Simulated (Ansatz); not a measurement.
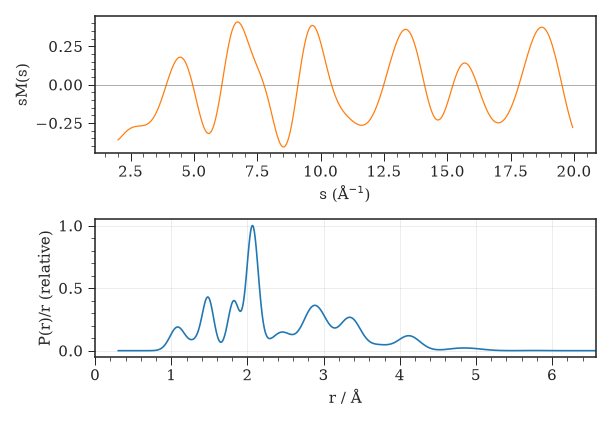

Simulated gas electron diffraction: reduced molecular intensity sM(s) from the Debye equation in the first Born approximation (top) and the radial distribution curve (bottom) of C₂H₇NS₂. Each pair of atoms contributes with weight ZᵢZⱼ/r; damping constant 0.0015 Å²; vibrational amplitudes assumed, not computed: 0.05 Å for bonds, 0.078 Å for bonds to H, 0.06 + 0.015 r up to 0.15 Å for other pairs. The geometry is the end point of an optimisation (RHF/STO-3G (Ansatz 0.2.0)); it may be a saddle point or a higher isomer.

Q: Assign the first 8 clear peaks of the radial distribution curve (– bonded, ··· not bonded).

A: Peak 1, 1.08 Å: N–H 1.03 Å, C–H 1.09 Å (×5), not resolved
Peak 2, 1.48 Å: S–H 1.33 Å, N–C 1.48 Å (×2), not resolved
Peak 3, 1.82 Å: S–C 1.82 Å
Peak 4, 2.07 Å: S–S 2.06 Å, N···H 2.08–2.16 Å (×5), not resolved
Peak 5, 2.46 Å: S···H 2.37–2.42 Å (×2), C···C 2.47 Å, not resolved
Peak 6, 2.88 Å: S···N 2.83 Å, S···H 2.85–3.09 Å (×4), S···C 2.98 Å, not resolved
Peak 7, 3.34 Å: S···C 3.28 Å, S···N 3.40 Å, not resolved; in its flanks S···H 3.70–3.74 Å
Peak 8, 4.12 Å: S···H 3.95–4.24 Å (×2), S···C 4.12 Å, not resolved
